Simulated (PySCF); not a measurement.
Consider C$_{2}$H$_{8}$BS$_{2}$Si (SMILES [BH3-]SC(=C)S[SiH3]) (charge −1).

The calculation's input:

```
{"job": {"kind": "nmr", "xc": "PBE0", "basis": "pcSseg-1"}, "charge": -1, "multiplicity": 1}
B     -1.695190     0.596789     1.250171
S     -0.420299    -0.877625     0.918685
C      0.048597    -0.560593    -0.747767
C     -0.762618    -0.674619    -1.791947
S      1.737239    -0.087262    -0.909069
Si     2.030411     0.050926     1.233108
H     -1.151521     1.603953     0.890793
H     -2.676443     0.339274     0.615254
H     -1.872849     0.553841     2.434258
H     -0.425415    -0.450899    -2.790719
H     -1.790530    -0.963901    -1.658465
H      3.428246     0.565156     1.149840
H      2.228412    -1.262087     1.833105
H      1.321280     1.166574     1.830613
```

Command:

```sh
OMP_NUM_THREADS=1 python probes_run.py task.json out
```

Geometry: GFN2-xTB.

The calculation used PBE0/pcSseg-1, SCF density, gas phase, non-relativistic in PySCF 2.14.0.

### What will maps of the electron density and electron localisation function show?

C–C (1.33 Å): ρ is about 2.3 e/Å³ halfway; the ELF peaks at about 0.90 between the atoms; a short, multiple covalent bond.
C–S (1.76 Å): the density is about 1.3 e/Å³ at the midpoint; the ELF peaks at about 0.95 between the atoms (a shared electron pair).
C–H (1.08 Å): the density is about 2 e/Å³ at the midpoint; the ELF climbs to about 1 towards the hydrogen, as it does in any bond to H (a covalent bond by its length).

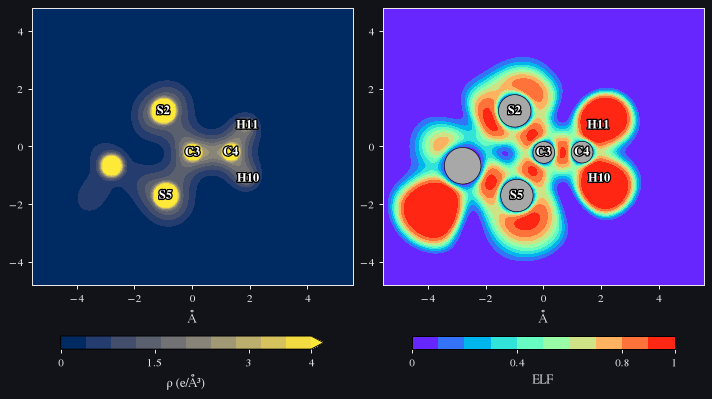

Computed electron density and electron localisation function on the plane of atoms S2, C3 and S5, in this order. Grey discs cover the atomic cores in the ELF map. 
